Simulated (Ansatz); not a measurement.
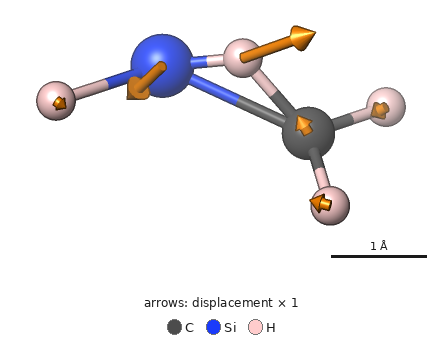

A relaxation of CH$_{4}$Si. The starting structure is drawn; orange arrows show the displacements, at their true length. The two geometries are superimposed by the best rigid fit.

The picture is a ball-and-stick view, seen from a free direction.

It is one of the separated reactants of a reaction.

Level of theory: Ansatz, RKS PBE-D4/def2-SVP. Settings: force threshold 0.03 eV/Å; at most 250 steps.

**Describe the change and its energy.**

After 10 accepted moves (11 points after the start) the energy has fallen by 290.4 kcal/mol. Largest force component: 49 eV/Å at the start, 0.015 eV/Å at the end. The line search rejected the trial step at point 8 of the run. The largest move after the best rigid fit is that of an H atom, 1.00 Å. Largest moves by element: H 1.00 Å, Si 0.72 Å, C 0.24 Å. Among the contacts that change: H–Si 0.887 → 2.499 Å, C–Si 1.699 → 1.914 Å, H–Si 1.478 → 1.554 Å, C–H 1.060 → 1.116 Å. Bonds break: H–Si (0.89 → 2.50 Å). Bond angles that change, for instance: Si–C–H 26.5° → 108.2°, C–Si–H 122.7° → 93.9°, H–C–H 125.2° → 105.1°. The run took 7.5 s on 2 threads of Arm Neoverse V1, with other jobs on the host.
